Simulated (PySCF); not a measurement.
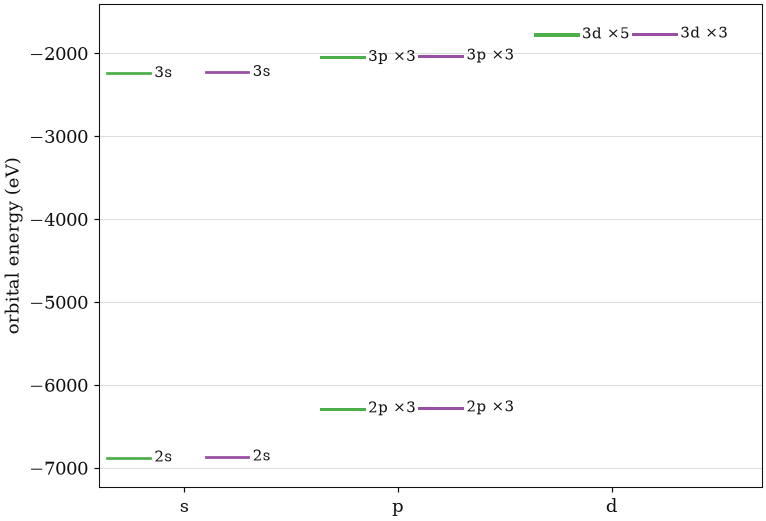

Figure 1. Orbital energies of the mean field, from the top down to −6879 eV, by angular momentum, α spin at the left of each column and β at the right; ×n counts the orbitals under one label. The highest filled orbital is 3d β at −1768 eV, the lowest empty one d β at −1674 eV.

**Atomic calculation, with input and output: Cs²⁹⁺**

- system: Cs²⁹⁺, configuration 1s2 2s2 2p6 3s2 3p6 3d8, multiplicity 3.
- method: unrestricted HF, even-tempered 19s13p8d4f3g, spin-free X2C-1e, Gaussian nucleus (PySCF)

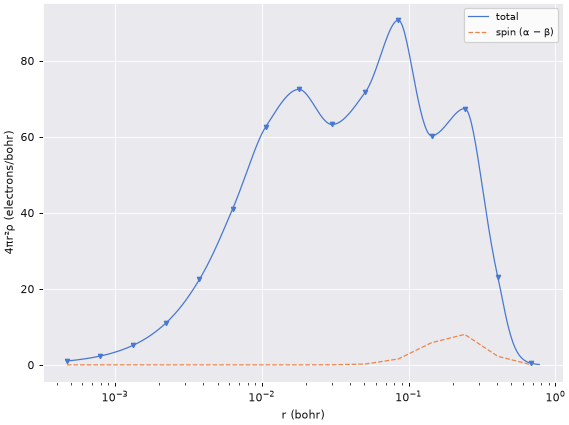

Figure 2. Spherically averaged radial density 4πr²ρ of the mean field and its spin part; markers are the stored points, which are sparse, and the line is a monotone interpolation between them. The largest stored value is 90.7 electrons/bohr at r = 0.085 bohr. Root-mean-square radii of the shells: 1s 0.0298, 2p 0.108, 2s 0.121, 3d 0.279, 3p 0.306, 3s 0.309 bohr.

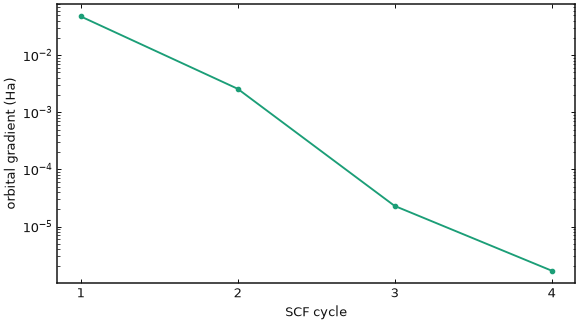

Figure 3. Convergence: orbital gradient against the SCF cycle. The residual falls at every step. It goes from 0.048 to 1.7×10⁻⁶ in 4 steps.

These pictures come from the run below.

### The input
```python
from pyscf import gto, scf, dft, mp, cc
mol = gto.M(atom="Cs 0 0 0", charge=29, spin=2, symmetry="D2h",
            basis=gto.etbs([(0, 19, 4.1, 2.5), (1, 13, 5.4, 2.5), (2, 8, 5.4, 2.5), (3, 4, 24, 2.7), (4, 3, 36, 2.7)]),
            nucmod="G")
mf = scf.UHF(mol).sfx2c1e()
mf.irrep_nelec = {'Ag': (5, 3), 'B1g': (1, 1), 'B2g': (1, 1), 'B3g': (1, 1), 'B1u': (2, 2), 'B2u': (2, 2), 'B3u': (2, 2)}
mf.kernel()
```

The script is an equivalent of what the driver set up; the driver started from orbitals of its own, so the log can be shorter than this script's would be, and it computed the properties (radii, ⟨L²⟩, response) afterwards. It held the occupations shell by shell, which the script's counts by irreducible representation don't always enforce.

### The program's output (extracts)
```
damping factor = 0
level_shift factor = 0
DIIS = <class 'pyscf.scf.diis.CDIIS'>
diis_start_cycle = 1
diis_space = 10
diis_damp = 0
SCF conv_tol = 1e-09
SCF conv_tol_grad = None
number electrons alpha = 14  beta = 12
cycle= 1 E= -7300.79950840691  delta_E= -0.0106  |g|= 0.048  |ddm|= 0.0121
cycle= 2 E= -7300.79953577736  delta_E= -2.74e-05  |g|= 0.00259  |ddm|= 0.000699
cycle= 3 E= -7300.79953586264  delta_E= -8.53e-08  |g|= 2.3e-05  |ddm|= 4.29e-05
cycle= 4 E= -7300.79953586263  delta_E= 1e-11  |g|= 1.69e-06  |ddm|= 5.76e-07
converged SCF energy = -7300.79953586263  <S^2> = 2.0002668  2S+1 = 3.0001779
```

### Key numbers

- outcome: converged
- total energy: −7300.7995 hartree
- ⟨S²⟩: 2.000
- ⟨L²⟩: 12.00
- SCF iterations: 4
- hardware: 1 CPU thread, shared host
- CPU time: 12 s (integrals apart)

### Remarks

Radii and densities are those of the two-component orbitals, without the picture-change correction, so the innermost s shells come out slightly too small (about 1 % for 1s near Z = 40, more for heavier atoms).
